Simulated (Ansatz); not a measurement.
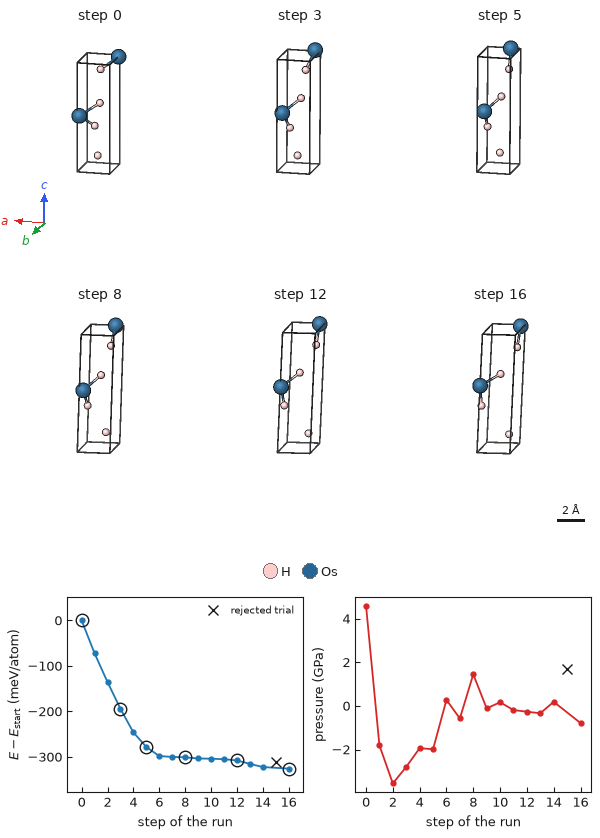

Frames of a relaxation of solid H2Os (a generated structure, set up in P1) (coarse preliminary run), marked on the history of the run. Style: ball-and-stick. Shown: the cell of the calculation, from a free direction.

These are results of DFT PBE, scalar-relativistic, plane waves, PAW in Ansatz 0.2.0, not measurements. (plane-wave cutoff 420 eV; k-point mesh 8 × 8 × 4; occupations gaussian; smearing width 0.2 eV; no spin polarisation; cell and atoms relaxed; force threshold 0.025 eV/Å; at most 60 steps)

> What happens along the run?

The run was cut off at its time limit before the relaxation converged, so the last structure is only a point on the way. The atom that moves furthest relative to the cell is an H atom (1.39 Å roughly along [1 1 0]). Largest moves by element: H 1.39 Å, Os 0.56 Å. The volume changes by +9.6 %, with a 2.587 → 2.620 Å (+1.3 %), b 2.578 → 2.584 Å (+0.3 %), c 8.675 → 9.427 Å (+8.7 %), α 90.2° → 91.9°, β 91.5° → 96.4°, γ 89.9° → 90.5°. Among the contacts that change: H–Os 2.078 → 3.207 Å, H–Os 2.147 → 3.187 Å, H–Os 2.189 → 3.166 Å, H–Os 2.211 → 3.181 Å. Among the angles between lasting bonds that change: Os–H–Os 127.4° → 146.1°, Os–H–Os 75.6° → 92.3°, Os–H–Os 91.7° → 86.6°. The space group stays P1 (No. 1). After 15 accepted moves (16 points after the start) the energy has fallen by 326 meV per atom. The largest force component goes from 1.6 to 0.32 eV/Å. The pressure goes from 4.60 to −0.79 GPa. The line search rejected the trial step at point 15 of the run. From step 0 to 3: H atoms move most (0.46 Å), volume +5.5 %, energy −194 meV per atom. From step 3 to 5: an Os atom moves most (0.39 Å), volume +1.2 %, energy −83.9 meV per atom. From step 5 to 8: an H atom moves most (0.42 Å), volume +0.3 %, energy −22.6 meV per atom. From step 8 to 12: an H atom moves most (0.55 Å), volume +2.3 %, energy −7.0 meV per atom. From step 12 to 16: an H atom moves most (0.41 Å), energy −18.0 meV per atom.
